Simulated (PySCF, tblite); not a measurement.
**C4H7FO2Si: geometry, infrared bands and NMR shifts**

Aim: predict the infrared bands and NMR shifts of C4H7FO2Si (`O=CC(F)(C=O)C[SiH3]`).

Computed with tblite 0.8.0 and PySCF 2.14.0, with density-fitted response routines of our own, on a single molecule in the gas phase. Atoms are numbered from 0 throughout.

### Step 1. Starting geometry

15 atoms, charge 0, multiplicity 1; geometry from: force field or distance geometry start.

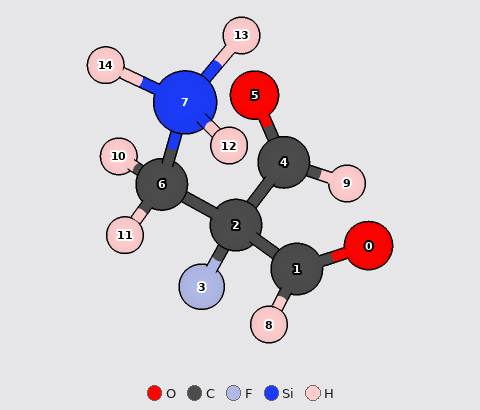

As it starts; oxygen red, carbon dark grey, fluorine light blue, silicon blue, hydrogen pink, atoms numbered; sticks join atoms by distance.

### Step 2. Geometry optimisation with GFN2-xTB

Job settings and geometry (Å):

```
{"job": {"kind": "relax", "xc": "GFN2-xTB", "basis": "xTB"}, "charge": 0, "multiplicity": 1}
O     -2.071500     0.030400    -1.370900
C     -1.121000    -0.698600    -1.191500
C     -0.420800    -0.896700     0.163000
F     -0.275200    -2.239800     0.350300
C     -1.274000    -0.335900     1.306100
O     -0.818900     0.200600     2.303100
C      0.993700    -0.312200     0.129800
Si     1.204100     1.501500    -0.250800
H     -0.666100    -1.273500    -2.016800
H     -2.363800    -0.510700     1.217100
H      1.467500    -0.517100     1.099600
H      1.580000    -0.885900    -0.595700
H      0.797900     1.705600    -1.659300
H      0.345700     2.343000     0.602200
H      2.618100     1.897100    -0.108200
```

On the command line:

```bash
$ OMP_NUM_THREADS=1 python probes_run.py task.json out
```

The driver reads the jobs from task.json and runs them one after another.

Log:

```text
step      E/eV     max force
  0    -725.43995    2.072
  1    -725.47443    2.929
  2    -725.54286    0.326
  3    -725.55073    0.280
  4    -725.56417    0.468
  5    -725.56908    0.255
  6    -725.57310    0.227
  7    -725.57977    0.105
  8    -725.58121    0.120
  9    -725.58463    0.156
 10    -725.58683    0.144
 11    -725.58974    0.147
 12    -725.59284    0.142
 13    -725.59734    0.213
 14    -725.60265    0.238
 15    -725.60866    0.236
 16    -725.61518    0.227
 17    -725.62260    0.204
 18    -725.63044    0.226
 19    -725.63790    0.223
 20    -725.64521    0.221
 21    -725.65139    0.225
 22    -725.65383    0.376
 23    -725.65746    0.522
 24    -725.66301    0.173
 25    -725.66696    0.103
 26    -725.67381    0.134
 27    -725.67731    0.178
 28    -725.68168    0.179
 29    -725.68849    0.212
 30    -725.69817    0.215
 31    -725.70567    0.460
 32    -725.70682    0.703
 33    -725.71892    0.320
 34    -725.72481    0.321
 35    -725.73149    0.333
 36    -725.73651    0.277
 37    -725.74318    0.352
 38    -725.75254    0.471
 39    -725.75827    0.524
 40    -725.76943    0.242
 41    -725.77724    0.319
 42    -725.78450    0.256
 43    -725.79085    0.239
 44    -725.79812    0.304
 45    -725.80407    0.383
 46    -725.81009    0.214
 47    -725.81390    0.359
 48    -725.81780    0.110
 49    -725.82012    0.130
 50    -725.82291    0.129
 51    -725.82580    0.154
 52    -725.83002    0.245
 53    -725.83325    0.223
 54    -725.83555    0.161
 55    -725.83709    0.146
 56    -725.83848    0.152
 57    -725.83991    0.158
 58    -725.84155    0.121
 59    -725.84327    0.106
 60    -725.84484    0.100
 61    -725.84608    0.101
 62    -725.84728    0.114
 63    -725.84901    0.135
 64    -725.85176    0.175
 65    -725.85506    0.142
 66    -725.85775    0.123
 67    -725.85894    0.160
 68    -725.86100    0.131
 69    -725.86242    0.124
 70    -725.86503    0.127
 71    -725.86656    0.133
 72    -725.86882    0.108
 73    -725.87088    0.121
 74    -725.87274    0.078
 75    -725.87395    0.079
 76    -725.87496    0.076
 77    -725.87584    0.072
 78    -725.87674    0.065
 79    -725.87755    0.069
 80    -725.87806    0.048
 81    -725.87832    0.029
 82    -725.87847    0.027
 83    -725.87860    0.029
 84    -725.87875    0.045
 85    -725.87889    0.038
 86    -725.87902    0.035
 87    -725.87912    0.019
 88    -725.87917    0.012
 89    -725.87918    0.010
```

Run time: 1 s. Hardware: 1 thread of Arm Neoverse N1, shared host; peak memory 0.18 GiB.

Step by step: (not every step is listed)

```tsv
step	energy from step 0 (eV)	largest force (eV/Å)
0	0.0000	2.0718
1	-0.0345	2.9291
2	-0.1029	0.3263
3	-0.1108	0.2805
4	-0.1242	0.4677
5	-0.1291	0.2547
6	-0.1332	0.2274
7	-0.1398	0.1048
8	-0.1413	0.1199
15	-0.1687	0.2361
22	-0.2139	0.3762
29	-0.2485	0.2125
36	-0.2966	0.2765
43	-0.3509	0.2391
50	-0.3830	0.1288
57	-0.4000	0.1581
64	-0.4118	0.1752
71	-0.4266	0.1330
78	-0.4368	0.0652
84	-0.4388	0.0448
85	-0.4389	0.0385
86	-0.4391	0.0354
87	-0.4392	0.0193
88	-0.4392	0.0121
89	-0.4392	0.0097
```

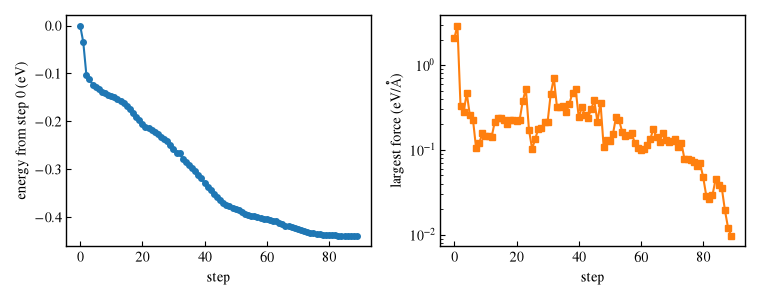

Energy and force, step by step.

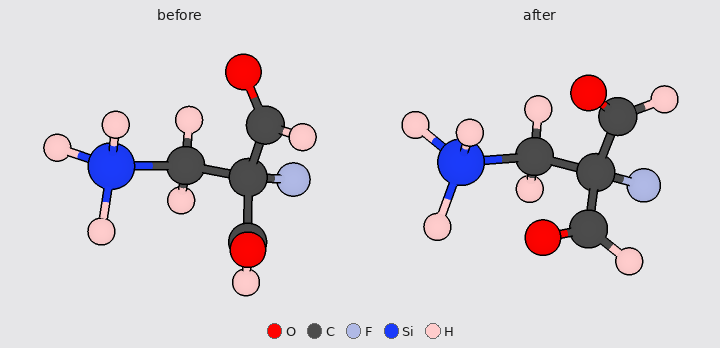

The geometry before (left) and after (right).

Distances of close pairs at the start and the end, largest changes first:

```tsv
bond	before (Å)	after (Å)	change (Å)
C6–Si7	1.865	1.923	+0.058
C1–C2	1.538	1.507	-0.031
C2–F3	1.364	1.394	+0.030
C4–O5	1.220	1.192	-0.028
Si7–H13	1.474	1.450	-0.024
Si7–H12	1.480	1.460	-0.020
O0–C1	1.211	1.196	-0.016
C2–C6	1.531	1.519	-0.012
```

The final coordinates are the input of the step that follows.

### Step 3. Harmonic vibrations with GFN2-xTB

Job settings and geometry (Å):

```
{"job": {"kind": "ir", "xc": "GFN2-xTB", "basis": "xTB"}, "charge": 0, "multiplicity": 1}
O     -1.086084     0.663655    -1.534841
C     -1.141455    -0.459849    -1.129362
C     -0.393540    -0.927045     0.092415
F     -0.356624    -2.319940     0.067853
C     -1.179367    -0.529698     1.334506
O     -1.414129     0.589985     1.668344
C      1.005675    -0.338310     0.147234
Si     1.095941     1.520616    -0.337749
H     -1.753664    -1.242259    -1.606739
H     -1.497673    -1.413928     1.915888
H      1.404252    -0.481131     1.151349
H      1.630537    -0.923098    -0.528968
H      1.222051     1.657355    -1.785682
H      0.058966     2.317746     0.288744
H      2.400699     1.893889     0.235097
```

Log:

```text
mode    cm-1     km/mol
  1      72.3     13.14
  2      99.8      1.81
  3     114.8      1.04
  4     161.6     19.00
  5     206.0     14.01
  6     228.4     28.66
  7     292.6      5.97
  8     312.4     12.84
  9     350.6     24.64
 10     380.1      3.17
 11     512.2     14.77
 12     552.4     30.08
 13     580.8     32.71
 14     592.9     12.53
 15     719.3     17.06
 16     746.1    163.36
 17     763.4     82.85
 18     812.4    249.34
 19     829.2     88.43
 20     859.1    191.95
 21     865.6     39.26
 22     918.7      0.80
 23     997.0     61.63
 24    1038.4     84.36
 25    1132.9     14.40
 26    1190.7     47.67
 27    1245.2     22.13
 28    1313.2     29.97
 29    1346.1     30.83
 30    1476.7      1.41
 31    1759.1    256.37
 32    1822.6    212.45
 33    2193.9    347.70
 34    2295.8    212.38
 35    2385.2    216.31
 36    2799.0     65.66
 37    2832.6     59.46
 38    2989.3     21.94
 39    3004.1     15.15
```

It took 0.79 s on 1 thread of Arm Neoverse N1, shared host; peak memory 0.18 GiB.

The strongest bands and the atoms that carry them (share of the mass-weighted mode):

```tsv
cm⁻¹	km/mol	atoms
746	163.4	H13 26 %, H12 24 %, C6 18 %, Si7 14 %
812	249.3	H13 24 %, H14 17 %, C1 12 %, C6 10 %
859	191.9	H14 22 %, H12 18 %, C1 16 %, H9 11 %
1759	256.4	C1 39 %, O0 28 %, C4 17 %, O5 13 %
1823	212.4	C4 40 %, O5 27 %, C1 19 %, O0 12 %
2194	347.7	H14 96 %
2296	212.4	H12 95 %
2385	216.3	H13 96 %
```

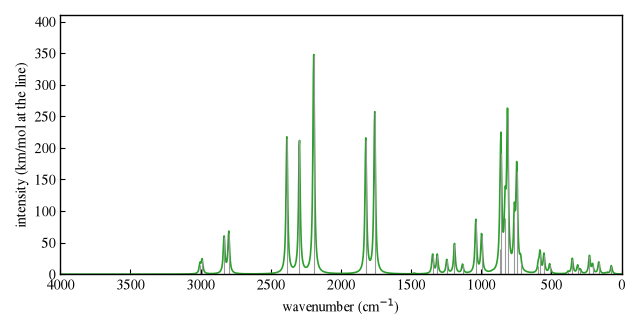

The infrared spectrum from these modes, unscaled. Lines are broadened to a width of 14 cm⁻¹ (Lorentzian).

### Step 4. Nuclear shieldings: PBE0/pcSseg-1

The job, as its differences from that of step 3:

```diff
@@ -1,2 +1,2 @@
-{"job": {"kind": "ir", "xc": "GFN2-xTB", "basis": "xTB"}, "charge": 0, "multiplicity": 1}
+{"job": {"kind": "nmr", "xc": "PBE0", "basis": "pcSseg-1"}, "charge": 0, "multiplicity": 1}
 O     -1.086084     0.663655    -1.534841
```

Level: GIAO PBE0/pcSseg-1 NMR shielding, non-relativistic, gas phase.

Log:

```text
coarse grid: 13568 points
cycle   1  E = -695.4432985103  dE =  1.202e+00  |g| = 1.134e+00  |ddm| = 3.448e+00
cycle   2  E = -694.4336696033  dE =  1.010e+00  |g| = 2.566e+00  |ddm| = 2.929e+00
cycle   3  E = -695.6830816434  dE = -1.249e+00  |g| = 1.826e-01  |ddm| = 2.316e+00
cycle   4  E = -695.6873017736  dE = -4.220e-03  |g| = 1.175e-01  |ddm| = 2.315e-01
cycle   5  E = -695.6896224131  dE = -2.321e-03  |g| = 1.815e-02  |ddm| = 9.136e-02
cycle   6  E = -695.6896806983  dE = -5.829e-05  |g| = 7.327e-03  |ddm| = 1.777e-02
cycle   7  E = -695.6896911273  dE = -1.043e-05  |g| = 1.820e-03  |ddm| = 6.543e-03
cycle   8  E = -695.6896917352  dE = -6.079e-07  |g| = 7.540e-04  |ddm| = 2.310e-03
final grid: 128384 points
cycle   9  E = -695.7638484880  dE = -8.929e-06  |g| = 1.506e-02  |ddm| = 2.628e-02
cycle  10  E = -695.7637041960  dE =  1.443e-04  |g| = 3.165e-02  |ddm| = 2.996e-02
cycle  11  E = -695.7638899093  dE = -1.857e-04  |g| = 1.749e-03  |ddm| = 2.141e-02
cycle  12  E = -695.7638905566  dE = -6.474e-07  |g| = 3.444e-04  |ddm| = 1.660e-03
cycle  13  E = -695.7638905743  dE = -1.770e-08  |g| = 1.242e-04  |ddm| = 3.424e-04
cycle  14  E = -695.7638905765  dE = -2.213e-09  |g| = 4.010e-05  |ddm| = 1.022e-04
cycle  15  E = -695.7638905768  dE = -2.790e-10  |g| = 1.807e-05  |ddm| = 4.438e-05
converged SCF energy = -695.7638905768

GIAO shielding tensors (ppm)
atom      isotropic    diamagn.    paramagn.     s11        s22        s33       span
  0 O     -356.248     402.634    -758.882   -979.325   -438.192    348.772   1328.097
  1 C      -18.958     249.868    -268.826   -100.415    -38.017     81.557    181.972
  2 C       75.538     255.023    -179.485     59.537     76.767     90.312     30.775
  3 F      356.846     475.015    -118.169    313.779    335.238    421.521    107.741
  4 C      -17.077     248.118    -265.195   -101.304    -22.232     72.305    173.608
  5 O     -375.732     401.718    -777.450  -1042.546   -443.392    358.742   1401.288
  6 C      165.067     252.622     -87.555    133.939    171.783    189.479     55.540
  7 Si     431.500     878.751    -447.251    402.868    429.127    462.504     59.636
  8 H       21.826      28.388      -6.561     19.967     20.902     24.609      4.641
  9 H       21.533      28.163      -6.630     19.363     20.743     24.491      5.127
 10 H       30.254      31.630      -1.376     26.000     29.550     35.212      9.211
 11 H       30.360      31.126      -0.766     25.318     29.643     36.118     10.800
 12 H       27.538      29.133      -1.595     24.519     25.861     32.233      7.714
 13 H       26.938      29.152      -2.214     23.374     25.823     31.617      8.243
 14 H       27.980      28.610      -0.630     24.382     26.163     33.394      9.011
```

Run time: 50 s. Hardware: 1 thread of Arm Neoverse N1, shared host; peak memory 0.81 GiB.

Shifts follow as δ = σ(reference) − σ, with reference shieldings (ppm) from runs at the same level and on the same kind of geometry: 1H TMS 31.72, 13C TMS 186.9, 29Si TMS 349.2, 19F CFCl3 170.9, 17O H2O 336.1. The references are single molecules in the gas phase, so shifts against H2O, NH3, PH3, H3PO4 or CFCl3 are not on the usual liquid scales and can be off by tens of ppm. Atoms listed in one row are averaged.

```tsv
atoms	environment	σ (ppm)	δ (ppm)	δ scaled to CDCl3
C1, C4	aldehyde carbonyl carbon	-18.0	204.9	198.1
C2	fully substituted sp3 carbon bonded to F, α to a carbonyl	75.5	111.4	106.8
C6	sp3 CH2 bonded to Si	165.1	21.9	19.4
H8, H9	hydrogen on an aldehyde carbonyl carbon	21.68	10.04	9.57
H12, H13, H14	hydrogen on a silicon bonded to C	27.49	4.23	–
H10, H11	hydrogen on an sp3 CH2 bonded to Si	30.31	1.41	1.43
O0, O5	aldehyde oxygen	-366.0	702.1	–
F3	fluorine on an sp3 carbon	356.8	-185.9	–
Si7	silicon bonded to C, 3 H	431.5	-82.3	–
```

The scaled column applies a straight-line fit of computed shieldings to shifts measured in CDCl3, and one for carbons that bear F (root-mean-square error 0.16 ppm for H, 1.9 ppm for C).

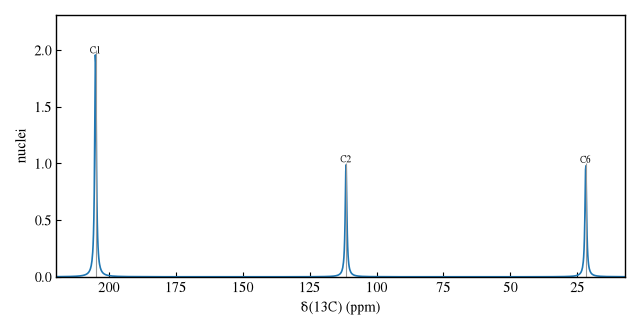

13C lines at the computed shifts, without couplings. Lines are broadened to a width of 0.73 ppm (Lorentzian).

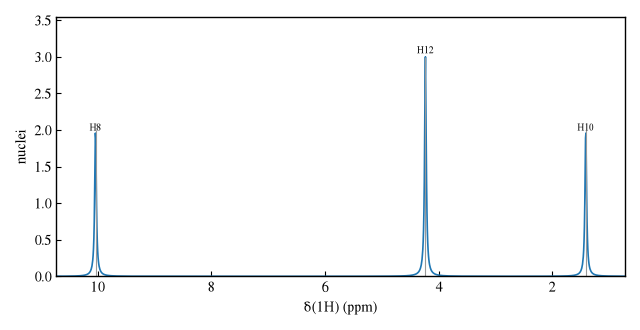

1H lines at the computed shifts, without couplings. Lines are broadened to a width of 0.03 ppm (Lorentzian).

Charges from the same density, by scheme (e):

```tsv
atoms	Mulliken	IAO	Hirshfeld	ESP fit
O0, O5	-0.32	-0.34	-0.16	-0.40
C1, C4	0.29	0.26	0.14	0.38
C2	-0.01	0.21	0.08	0.28
F3	-0.32	-0.33	-0.11	-0.31
C6	-0.46	-0.54	-0.16	-0.29
Si7	0.53	0.61	0.29	0.41
```

IAO charges:

O0 -0.34; C1 0.26; C2 0.21; F3 -0.33; C4 0.26; O5 -0.35; C6 -0.54; Si7 0.61; H8 0.13; H9 0.12; H10 0.16; H11 0.17; H12 -0.12; H13 -0.09; H14 -0.14

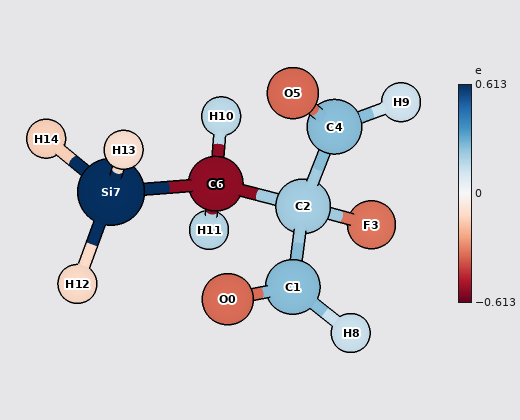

IAO charges, as colours on the atoms.

Mayer bond orders: O0–C1 1.97, C1–C2 0.91, C2–F3 0.86, C2–C4 0.88, C4–O5 2.06, C2–C6 1.00, C6–Si7 0.84.

### Step 5. What came out

| quantity | value |
| --- | --- |
| strongest single infrared mode (GFN2-xTB) | 2194 cm⁻¹, 348 km/mol |
| zero-point energy (GFN2-xTB) | 61.2 kcal/mol |
| 13C shifts against TMS (PBE0/pcSseg-1, means over atoms taken as alike) | 204.9, 111.4, 21.9 ppm |
| 1H shifts against TMS (PBE0/pcSseg-1, means over atoms taken as alike) | 10.04, 4.23, 1.41 ppm |
| 17O shifts against H2O (PBE0/pcSseg-1, means over atoms taken as alike) | 702.1 ppm |
| 19F shifts against CFCl3 (PBE0/pcSseg-1) | -185.9 ppm |
| 29Si shifts against TMS (PBE0/pcSseg-1) | -82.3 ppm |

**Reading.** Over 89 steps the energy fell by 0.439 eV; of the close pairs, C6–Si7 changed most, 1.865 to 1.923 Å. No mode is imaginary among the 39: a minimum at this level. The strongest single mode, at 2194 cm⁻¹, moves mainly H14. GFN2-xTB is a fitted tight-binding method: band positions and strengths are rough. Its intensities can rank the bands wrongly. C1, C4 (mean) (aldehyde carbonyl carbon) lies farthest downfield among carbon, at 204.9 ppm; low-lying n→π* states of the double bond to the heteroatom give a large paramagnetic term (-267 ppm). H8, H9 (mean) (hydrogen on an aldehyde carbonyl carbon) lies farthest downfield among hydrogen, at 10.04 ppm; the formyl region, downfield of aromatic protons. At PBE0/pcSseg-1: The largest span, 1365 ppm, is at O0, O5, where the paramagnetic term is -768 ppm.
